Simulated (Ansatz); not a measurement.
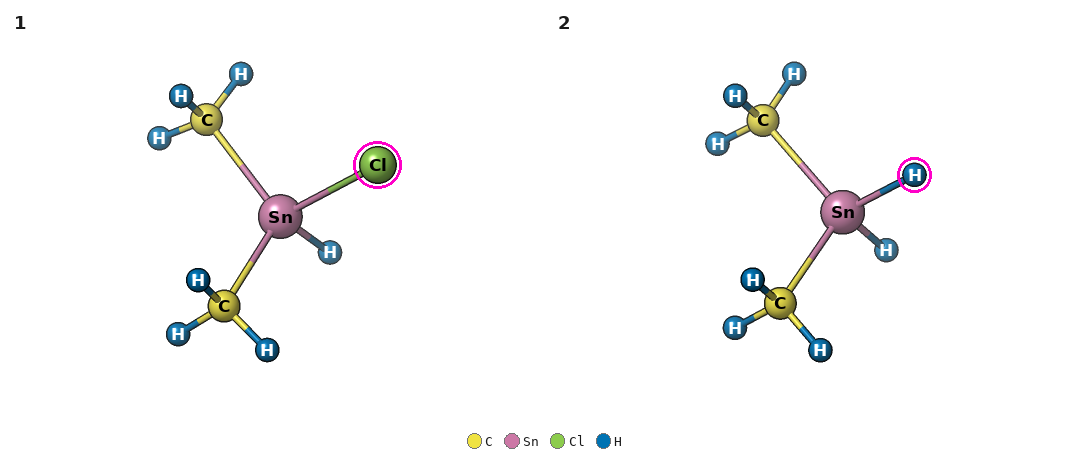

2 molecules with one skeleton, seen from the same side and at one scale; the atom that differs is circled. Each species is neutral and a spin singlet. Computed geometries: PBE0-D4/def2-TZVP optimisations, one conformation each. Properties computed with Ansatz 0.2.0. Elements past Kr carry core potentials.

One atom differs, called X below: Cl in panel 1, H in panel 2. Their formulas are C2H7ClSn (`[CH3][SnH]([CH3])[Cl]`), C2H8Sn (`[CH3][SnH2][CH3]`).

In which is the dipole moment larger (PBE0-D4/def2-TZVP)?

In panel 1 (X = Cl).

In which is the length of X–Sn larger (PBE0-D4/def2-TZVP)?

In panel 1 (X = Cl).

Give the values. With PBE0-D4/def2-TZVP: length of X–Sn (Å), mean angle C–Sn–X (°), dipole moment (D), harmonic zero-point energy (kJ/mol). With ωB97M-V/def2-QZVPP: HOMO energy (Kohn–Sham orbital) (eV), HOMO–LUMO gap (eV).

```
                            quantity  1 (Cl)   2 (H)   2 − 1
                  length of X–Sn (Å)   2.351   1.714  −0.637
               mean angle C–Sn–X (°)   105.2   109.6    +4.4
HOMO energy (Kohn–Sham orbital) (eV)  −10.26  −10.21   +0.05
                  HOMO–LUMO gap (eV)   11.34   11.50   +0.16
                   dipole moment (D)    3.21    0.78   −2.43
 harmonic zero-point energy (kJ/mol)   210.3   224.3   +14.0
```
